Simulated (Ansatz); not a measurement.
**Optical response of Ru**

What colour and refractive index does Ru have at this level of theory?

Method: DFT, PBE, plane-wave PAW, default files, scalar-relativistic, independent-particle optical response without local fields, in Ansatz 0.2.0.

**1. The structure**

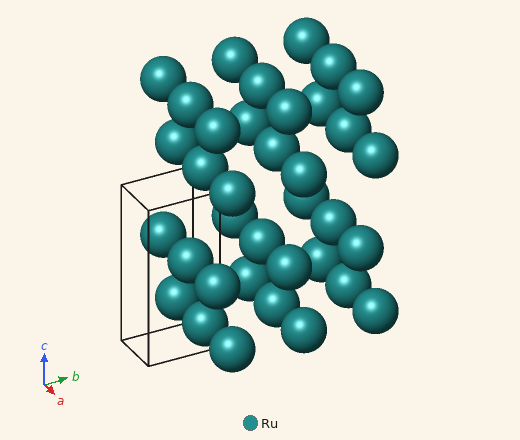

The cell as given, slightly off an axis (ruthenium teal). 3×3×2 cells are drawn.

As a file:

```cif
data_structure
_symmetry_space_group_name_H-M 'P 1'
_symmetry_Int_Tables_number 1
_cell_length_a 2.7058
_cell_length_b 2.7058
_cell_length_c 4.2819
_cell_angle_alpha 90.000
_cell_angle_beta 90.000
_cell_angle_gamma 120.000
_cell_volume 27.15
loop_
_atom_site_label
_atom_site_type_symbol
_atom_site_fract_x
_atom_site_fract_y
_atom_site_fract_z
_atom_site_occupancy
Ru1 Ru 0.66667 0.33333 0.75000 1
Ru2 Ru 0.33333 0.66667 0.25000 1
```

**2. Ground state and bands**

First the ground state: is it a metal or has it a gap?

This step: DFT, PBE, plane-wave PAW, default files, scalar-relativistic, ground state (Ansatz 0.2.0).

The input, input.yaml:

```yaml
crystal:
  lattice:
    - [2.7058, 0.0, 0.0]
    - [-1.3529, 2.3432915376, 0.0]
    - [0.0, 0.0, 4.2819]
  atoms:
    - { symbol: Ru, position: [0.6666666667, 0.3333333333, 0.75] }
    - { symbol: Ru, position: [0.3333333333, 0.6666666667, 0.25] }
kpoints:
  mp_grid: { grid: [9, 9, 5] }
  band_path:
    path:
      - [[0.0, 0.0, 0.0], [0.5, 0.0, 0.0], [0.33333333, 0.33333333, 0.0], [0.0, 0.0, 0.0], [0.0, 0.0, 0.5], [0.5, 0.0, 0.5], [0.33333333, 0.33333333, 0.5], [0.0, 0.0, 0.5]]
      - [[0.5, 0.0, 0.5], [0.5, 0.0, 0.0]]
      - [[0.33333333, 0.33333333, 0.0], [0.33333333, 0.33333333, 0.5]]
    npoints: 6
scf:
  occupations: { method: fermi_dirac, width: 0.05 }
  n_extra_bands: 6
hamiltonian:
  xc: pbe
  pseudopotentials: { kind: paw }
output:
  forces: true
  stress: true
  populations: true
  write_bands: true
  write_density: true
  write_potential: true
  elf: true
  volumetric_format: npy
```

The run is started by

```console
$ ansatz run input.yaml --threads 4 --pin off --max-ram 8192MiB --backend cpu --events-out ev --progress --plain --runs-dir out
```

Numbers of over 12 decimals in the logs are rounded to 6 here.

What it wrote:

```text
scf.n_extra_bands = 6 over 16 filled bands (N_el = 32.0): the run solves 22 bands
Engine: ansatz 0.2.0, x86_64-unknown-linux-gnu
Pseudopotentials: kind: paw
Pseudopotential: Ru, paw, valence charge 16, recommended cutoff 420 eV (normal), Ru.paw.azcp
Functional definition: PBE
  parameter kappa = 0.804
  parameter beta = 0.066725
  exchange = pbe_x(kappa = kappa, mu = beta*pi^2/3)
  correlation = pbe_c(beta = beta)
Crystal: 2 atoms, lattice volume = 27.149 Å³
Basis set: ecut = 420 eV, 537 PW (Γ), exchange–correlation on 40×40×60 points (8 copies of the dense FFT grid, shifted against one another)
Bands: 22, of which v1, the nominal top of the filled ones, is band 16 counted from 1 (15 counted from 0)
Symmetry: 24 space group operations
Space group: P63/mmc (ITA 194), of the structure as read, at distance tolerance 3.0e-5 Å
k-points: 36 of 405
Non-local potential: Ru, projectors of the file, l = 0: 3, l = 1: 2, l = 2: 2, l = 3: 1
PAW form: soft (Blöchl's): semilocal exchange-correlation on the pseudo side does not see the compensation charge
PAW one-centre angular grid: Ru, 590 points (default); XC on 64 Gauss nodes
Initial density: superposition of atomic densities (neutral atoms: chi_scale 0, normalization atom), corrected by the library's trained network
Initial wavefunctions: pseudopotential atomic-orbital guess
Functional: x = pbe(κ = 0.804, μ = 0.219515), c = pbe(β = 0.066725)
SCF iter   1: F=—  HF=-11757.400792 eV  |F-HF|=—  |Δ(HF+E_count)|=         —  Δρ=6.97e-3  dr2=3.16e-3  ethr=1.77e-3  ⟨swp⟩=5.1  Hψ=3597  notcnv=0
preconditioner: auto → none  [metal: Δε(μ)=0.014 eV  Ē_g=9.120 eV  σ=0.050 eV  W_gap=0.07  n_scr=8 (ndim 8)  ℏωp=28.5 eV  f_vac=0.000  D(μ)=1.54/eV (n_scr^D=22)  sad-step TF]
SCF iter   2: F=—  HF=-11757.402377 eV  |F-HF|=—  |Δ(HF+E_count)|=   1.58e-3  Δρ=3.93e-3  dr2=9.93e-4  ethr=9.87e-6  ⟨swp⟩=2.0  Hψ=1366  notcnv=0
SCF iter   3: F=—  HF=-11757.403370 eV  |F-HF|=—  |Δ(HF+E_count)|=   9.93e-4  Δρ=3.17e-4  dr2=1.11e-5  ethr=3.10e-6  ⟨swp⟩=2.4  Hψ=1037  notcnv=0
SCF iter   4: F=—  HF=-11757.403336 eV  |F-HF|=—  |Δ(HF+E_count)|=   3.37e-5  Δρ=1.03e-4  dr2=1.17e-6  ethr=3.47e-8  ⟨swp⟩=2.0  Hψ=1363  notcnv=0
iter 5 did not close the SCF: its close was put off for the readings that it lacked (scf_convergence_deferred on its scf_iter line)
SCF iter   5: F=-11757.403337 eV  HF=-11757.403337 eV  |F-HF|=3.62e-8  |Δ(HF+E_count)|=   2.76e-7  Δρ=2.47e-5  dr2=3.29e-8  ethr=3.65e-9  ⟨swp⟩=2.9  Hψ=1429  notcnv=0
SCF iter   6: F=-11757.403337 eV  HF=-11757.403337 eV  |F-HF|=1.56e-9  |Δ(HF+E_count)|=   4.12e-8  Δρ=3.83e-6  dr2=2.17e-9  ethr=1.03e-10  ⟨swp⟩=6.3  Hψ=4386  notcnv=0
SCF 1 converged in 6 iterations: F = -11757.403337 eV  dr2 = 2.17e-9
  greatest PAW one-centre occupation: 0.998 electrons in one spin orbital (limit 2), on the Ru atom at site 1 (counted from 0), in its partial waves of l = 0
NSCF: frozen V_eff on 57 k-points
SCF converged after 6 iterations
Free energy (F): -11757.403337 eV
Harris-Foulkes:  -11757.403337 eV  (|F-HF|=1.56e-9)
Internal energy: -11757.390409 eV  (E = F + TS)
E sigma→0 (E₀):  -11757.396873 eV
Entropy (-TS):   -0.012927 eV (-6.464 meV/atom)
Fermi energy:    23.623117 eV
--- Per-component energies (eV) ---
  E_band       = -106.219178
  E_kinetic    = 1028.701598
  E_local      = -2514.636980  (includes V_loc(G=0)·N_el)
  E_nonlocal   = 685.777728
  E_hartree    = 807.974430
  E_xc         = -381.437394
  E_vxc        = -478.923750  (∫ρ·V_xc dr)
  E_paw        = -6921.314132  (= ΣΔE_a)
  E_vpaw       = -443.084588  (= ΣTr[D̂ρ^β])
  E_aug_tail   = -0.000389  (compensation charges beyond the density's cutoff)
  E_ewald      = -4462.455271
  E_smearing   = -0.012927  (= −TS)
  E_closure    = -0.000000  (closes the sum)
  Σ components = -11757.403337   (vs F -11757.403337, Δ=0.00e0)
--- Forces (eV/Å), atoms counted from 1 ---
  atom   1  Ru    -0.00000000     0.00000000    -0.00000000
  atom   2  Ru    -0.00000000    -0.00000000     0.00000000
  max |Σ_I F_I| component: 1.85e-17 eV/Å
--- Stress (GPa, compression-positive) ---
        4.340190      -0.000000      -0.000000
       -0.000000       4.340190      -0.000000
       -0.000000      -0.000000       4.297533
  P = ⅓ Tr σ = 4.3260 GPa (43.260 kbar)
--- Band table (eV; the first three rows and the last of 36) ---
  k-point 0: bands = [... 12 lower, 21.1045, 21.5964, 21.5964, 22.1359, 22.1359, 24.7096, 24.7096, 24.8239, ... 2 higher]
  k-point 1: bands = [... 12 lower, 20.8995, 21.3569, 21.3569, 22.6677, 22.6677, 23.5235, 24.7064, 24.7064, ... 2 higher]
  k-point 2: bands = [... 12 lower, 20.6592, 20.9189, 20.9189, 21.4480, 23.6268, 23.6268, 24.4082, 24.4082, ... 2 higher]
  k-point 35: bands = [... 12 lower, 20.7869, 20.7869, 22.2058, 22.7088, 24.7412, 24.7412, 31.7844, 31.7844, ... 2 higher]
--- Löwdin populations: 2 sites ---
  site symbol       q [e]
     0     Ru     15.9073
     1     Ru     15.9073
  spilling = 0.005792 (of n_electrons = 32.000000)
```

It took 6.9 s on 4 threads of Intel Xeon 6975P-C (Granite Rapids), shared host; peak memory 0.43 GiB; 3.3 s of CPU time.

Numbers from this step:

- free energy: -11757.4033 eV
- Fermi energy: 23.62 eV
- electrons: 32
- symmetry operations: 24
- pressure: 4.326 GPa
- volume: 27.15 Å³
- gap on the path: 0 eV

There are states at the Fermi level within the smearing, so the occupations stay smeared and the carriers get a Drude term. The cell is left with a pressure of 4.3 GPa, as it stands unrelaxed at this level.

Electronic bands along the path, in eV, zero at the Fermi level; # counts the bands kept:

| point | #5 | #6 | #7 | #8 | #9 | #10 | #11 | #12 |
| --- | --- | --- | --- | --- | --- | --- | --- | --- |
| Γ | -2.52 | -2.03 | -2.03 | -1.49 | -1.49 | 1.09 | 1.09 | 1.20 |
| M | -2.17 | -1.89 | -1.62 | 1.32 | 1.73 | 1.82 | 3.97 | 6.03 |
| K | -2.94 | -2.94 | -1.19 | 0.91 | 0.91 | 1.34 | 6.92 | 7.14 |
| Γ | -2.52 | -2.03 | -2.03 | -1.49 | -1.49 | 1.09 | 1.09 | 1.20 |
| A | -2.87 | -2.87 | -2.81 | -2.81 | 0.44 | 0.44 | 0.44 | 0.44 |
| L | -1.16 | -1.16 | 0.35 | 0.35 | 1.57 | 1.57 | 3.30 | 3.30 |
| H | -2.82 | -2.82 | -1.29 | -1.29 | 1.13 | 1.13 | 8.35 | 8.35 |
| A | -2.87 | -2.87 | -2.81 | -2.81 | 0.44 | 0.44 | 0.44 | 0.44 |
| jump to L | -1.16 | -1.16 | 0.35 | 0.35 | 1.57 | 1.57 | 3.30 | 3.30 |
| M | -2.17 | -1.89 | -1.62 | 1.32 | 1.73 | 1.82 | 3.97 | 6.03 |
| jump to K | -2.94 | -2.94 | -1.19 | 0.91 | 0.91 | 1.34 | 6.92 | 7.14 |
| H | -2.82 | -2.82 | -1.29 | -1.29 | 1.13 | 1.13 | 8.35 | 8.35 |

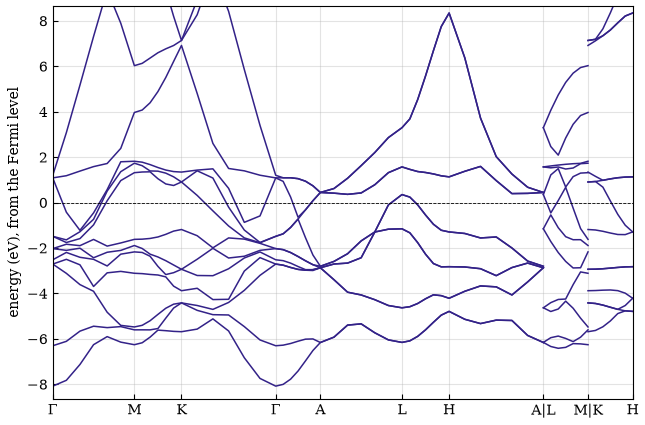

Electronic bands along the path.

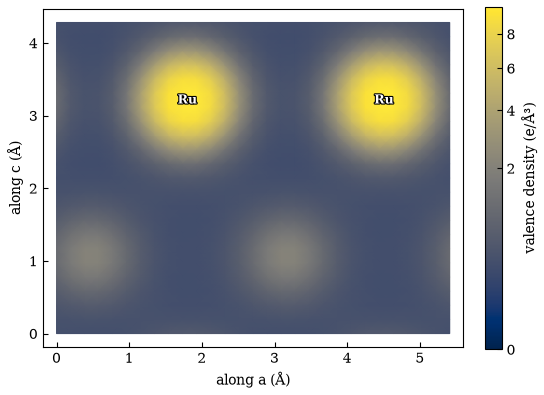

Valence density in the ac plane at fractional y = 0.333, with atoms of Ru within 0.2 Å of it. It is the smooth field of the valence electrons, not physical close to the nuclei. The colour scale is stretched toward low values.

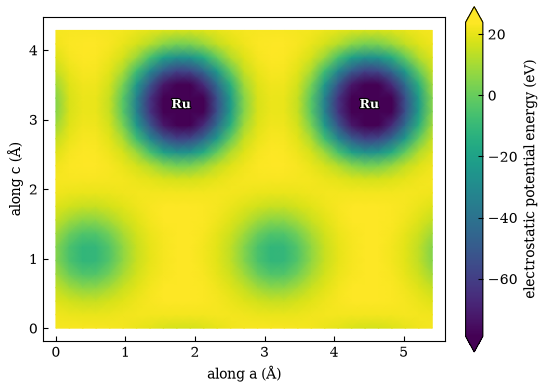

Electrostatic potential energy in the ac plane at fractional y = 0.333, with atoms of Ru within 0.2 Å of it. With pseudopotentials it is smooth inside the atoms' cores, unlike the true potential.

**3. Spectrum**

With the density converged, the vertical transitions are summed over the zone.

This step: DFT, PBE, plane-wave PAW, default files, scalar-relativistic, independent-particle optical response without local fields (Ansatz 0.2.0).

input.yaml, the sections that differ from step 2:

```yaml
kpoints:
  mp_grid: { grid: [12, 12, 7] }
scf:
  occupations: { method: fermi_dirac, width: 0.05 }
output:
  optics:
    e_range: [0, 20]
    de: 0.05
    sigma: 0.1
    drude_damping: 0.05
    nscf_kmesh: { grid: [15, 15, 8] }
    bands: { spectra_wanted_up_to: 20 }
# crystal, hamiltonian: as in step 2
```

What it wrote:

```text
[...]
Crystal: 2 atoms, lattice volume = 27.149 Å³
Basis set: ecut = 420 eV, 537 PW (Γ)
Bands: 20, of which v1, the nominal top of the filled ones, is band 16 counted from 1 (15 counted from 0)
Symmetry: 24 space group operations
[...]
k-points: 76 of 1008
[...]
SCF iter   1: F=—  HF=-11757.382958 eV  |F-HF|=—  |Δ(HF+E_count)|=         —  Δρ=6.59e-3  dr2=2.46e-3  ethr=1.77e-3  ⟨swp⟩=5.0  Hψ=5987  notcnv=0
[...]
SCF iter   8: F=-11757.386504 eV  HF=-11757.386504 eV  |F-HF|=0.00e0  |Δ(HF+E_count)|=  7.28e-12  Δρ=1.30e-7  dr2=1.03e-12  ethr=1.00e-12  ⟨swp⟩=2.3  Hψ=3091  notcnv=0
SCF 1 converged in 8 iterations: F = -11757.386504 eV  dr2 = 1.03e-12
[...]
NSCF: frozen V_eff on 135 k-points
output.optics: what the bands over the 36 summed would add to eps1, eps2 and the energy-loss function is held between a lower and an upper bound (5 Lanczos steps). eps1, eps2 and their loss function (loss_summed_bands) are given on every row as the summed bands alone make them. Along an axis, on a row where the two bounds hold the loss function to about 1 % of the greater of itself and 0.5 % of |1/eps|, its cell (loss_completed) is given, with the completed eps1 and eps2 that it is formed of (a cell that is left empty reads nan in the table and null in the record). The two bounds hold it so along every axis on all 400 rows up to 20.000 eV. [rest of the remark cut]
SCF converged after 8 iterations
Free energy (F): -11757.386504 eV
[...]
Internal energy: -11757.373723 eV  (E = F + TS)
E sigma→0 (E₀):  -11757.380113 eV
Entropy (-TS):   -0.012782 eV (-6.391 meV/atom)
Fermi energy:    23.554596 eV
[...]
--- Band table (eV; the first three rows and the last of 76) ---
  k-point 0: bands = [... 12 lower, 21.1050, 21.6038, 21.6038, 22.1363, 22.1363, 24.7110, 24.7110, 24.8213]
  k-point 1: bands = [... 12 lower, 20.9939, 21.4728, 21.4728, 22.4359, 22.4359, 24.0912, 24.7191, 24.7191]
  k-point 2: bands = [... 12 lower, 20.7426, 21.1733, 21.1733, 22.5811, 23.0714, 23.0714, 24.6406, 24.6406]
  k-point 75: bands = [... 12 lower, 20.7984, 20.7984, 22.2261, 22.5764, 24.7492, 24.7492, 31.8718, 31.8718]
```

Elapsed: 54 s, on 4 threads; peak memory 1.2 GiB.

This step gave:

| Quantity | Value |
| --- | --- |
| main peak of the optical conductivity above 1 eV, first axis | 2.179 eV |
| centre of weight of the strongest loss peak in the window | 10.28 eV |
| Drude plasma energy, first axis | 8.447 eV |
| bands summed | 36 |
| spectra valid up to | 32.49 eV |
| program's estimate of the k-sum error in Im epsilon | 0.09 % |
| electrons in the f-sum | 22.57 |

The Im ε has structure finer than the step of the table below, so its rows give means over 1 eV, whole bins alone (the curve runs from 0.3 to 20 eV). Peaks (eV: height): E ∥ x or y 2.1: 78.0; E ∥ z 0.9: 114.

The Im ε by photon energy; means over each step:

| photon energy (eV) | E ∥ x or y | E ∥ z |
| --- | --- | --- |
| 1 | 27.6 | 69.8 |
| 2 | 62.3 | 47.5 |
| 3 | 38.4 | 25.6 |
| 4 | 13.5 | 20.2 |
| 5 | 8.10 | 7.37 |
| 6 | 4.51 | 4.25 |
| 7 | 2.58 | 2.75 |
| 8 | 1.49 | 1.46 |
| 9 | 1.22 | 0.956 |
| 10 | 1.07 | 0.916 |
| 11 | 1.37 | 1.67 |
| 12 | 1.81 | 2.12 |
| 13 | 1.85 | 2.48 |
| 14 | 1.91 | 2.32 |
| 15 | 2.08 | 2.24 |
| 16 | 2.36 | 3.32 |
| 17 | 4.08 | 4.10 |
| 18 | 5.45 | 3.52 |
| 19 | 4.08 | 3.59 |

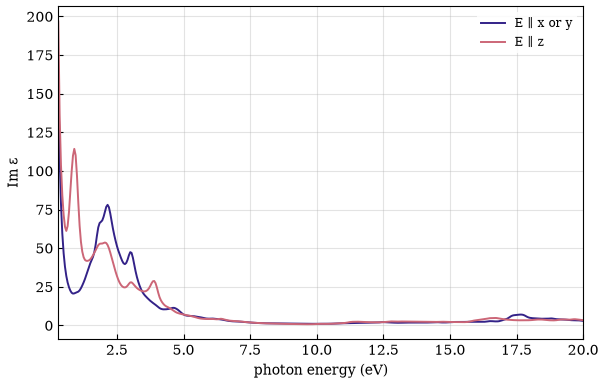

Im ε, plotted against photon energy.

[end of part 1 of 2]

[Logs are printed without paths, hosts, clocks, repeated set-up lines and the standing remarks that a program may print on its own settings, such as how far it seeks lower states.]

[Hosts, paths, dates, database ids (printed as entryN), source tags and the programs' standing remarks are cut or masked in the printed files.]
